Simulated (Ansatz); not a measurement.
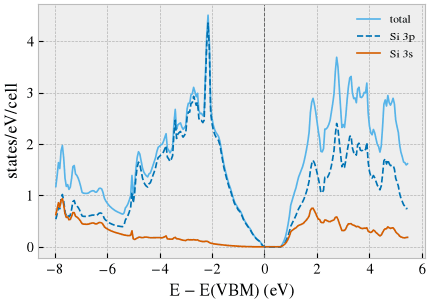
Figure. Total and projected density of states of Si in space group P6_3/mmc (No. 194; Si on 4f), plane-wave PAW r²SCAN (Ansatz code)

### Question
Which orbitals carry the states next to the gap?

### Answer
Top 1 eV of the valence band: Si 3p 97 %. Bottom 1 eV of the conduction band: Si 3p 54 %, Si 3s 31 %, outside the projected shells 15 %. Projections are on Löwdin-orthogonalised atomic valence shells; empty p or d shells of many metals are not among them.

### Question
Where is the tallest occupied peak in this window, and what makes it?

### Answer
Near -2.1 eV, about 4.5 states/eV per cell; the largest projected share is Si 3p.

The workflow started from a Materials Project entry (that database holds measured and hypothetical structures alike); the Crystallography Open Database copy checked does not list it. It is not the phase usual at ambient conditions (space group No. 227). The r²SCAN relaxation kept the symmetry of its start; phonons on a q-mesh show no instability.

Potentials: the later of the program's two PAW sets.
